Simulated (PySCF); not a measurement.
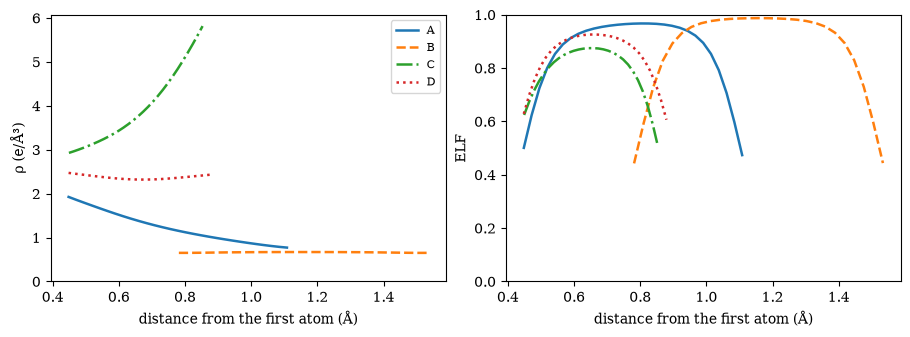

Figure 1: C4H10OSi2 (SMILES O=CC/C=C\[SiH2][SiH3]). Electron density and ELF along straight lines between neighbouring atoms. The curves leave out the atomic cores.

Geometry: GFN2-xTB.

Level of theory: B3LYP/def2-SVPD, SCF density, gas phase (PySCF 2.14.0).

```xyz
17

O     3.8121   -0.5363   -0.3516
C     2.6489   -0.2551   -0.3824
C     1.5913   -0.7917    0.5463
C     1.0636    0.3678    1.3406
C     0.0137    1.1040    0.9995
Si   -1.1357    0.8632   -0.4763
Si   -2.8201   -0.6407    0.0330
H     2.2485    0.4817   -1.1058
H     0.7947   -1.2325   -0.0550
H     2.0292   -1.5456    1.2018
H     1.6488    0.6087    2.2207
H    -0.2440    1.9246    1.6586
H    -1.6386    2.2073   -0.7931
H    -0.3544    0.4562   -1.6558
H    -3.7586   -0.7899   -1.0817
H    -2.2986   -1.9788    0.3319
H    -3.6076   -0.2309    1.1982
```

**Which curve belongs to which contact (C–C, C–O, C–Si and Si–Si)? The first atom named is at distance zero.**

Curve A: C–Si (1.89 Å): the density is about 0.93 e/Å³ at the midpoint; the ELF peaks at about 0.95 between the atoms (a covalent bond). Curve B: Si–Si (2.31 Å): ρ is about 0.67 e/Å³ halfway; the ELF peaks at about 1 between the atoms, as expected for localised, covalent bonding. Curve C: C–O (1.20 Å): ρ is about 3.4 e/Å³ halfway; the ELF peaks at about 0.85 between the atoms; a short, multiple covalent bond. Curve D: C–C (1.33 Å): ρ is about 2.3 e/Å³ halfway; the ELF peaks at about 0.95 between the atoms; a multiple bond.
